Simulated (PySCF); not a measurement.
Consider C₆H₆O (SMILES C=C(C)C#CC=O).

```xyz
13

C    -0.7219   -0.4422    1.8990
C    -0.6805   -0.3221    0.5591
C    -1.8706   -0.5476   -0.3310
C     0.5427    0.0366   -0.0836
C     1.5575    0.3395   -0.6877
C     2.7945    0.7051   -1.3349
O     2.9267    0.8463   -2.5256
H     0.1644   -0.2709    2.5130
H    -1.6509   -0.7164    2.4059
H    -2.0995    0.3607   -0.9096
H    -2.7561   -0.8243    0.2570
H    -1.6642   -1.3479   -1.0584
H     3.6499    0.8532   -0.6309
```

Geometry: PBE0-D3(BJ)/def2-SVP.

Theory: PySCF, wB97X-D/def2-SVPD, SCF density, gas phase.

Predict the electron density and electron localisation function between the atoms.

C–O (1.21 Å): the density is about 3.3 e/Å³ at the midpoint; the ELF peaks at about 0.90 between the atoms: a short, multiple covalent bond.
C–C (1.22 Å): the density is about 2.6 e/Å³ at the midpoint; the ELF peaks at about 0.85 between the atoms; a short, multiple covalent bond.
C–H (1.09 Å): the density is about 2 e/Å³ at the midpoint; the ELF climbs to about 1 towards the hydrogen, as it does in any bond to H; a covalent bond by its length.
C–C (1.35 Å): the density is about 2.2 e/Å³ at the midpoint; the ELF peaks at about 0.95 between the atoms; a covalent bond.

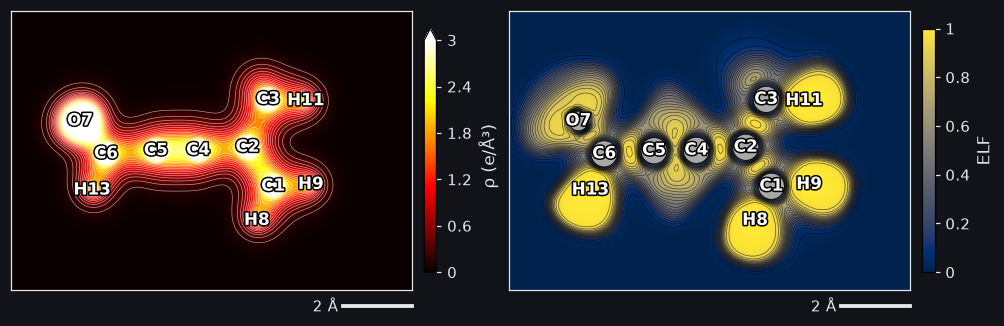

Computed electron density and electron localisation function on the plane of atoms C3, C2 and C4, in this order. Grey discs cover the atomic cores in the ELF map. 
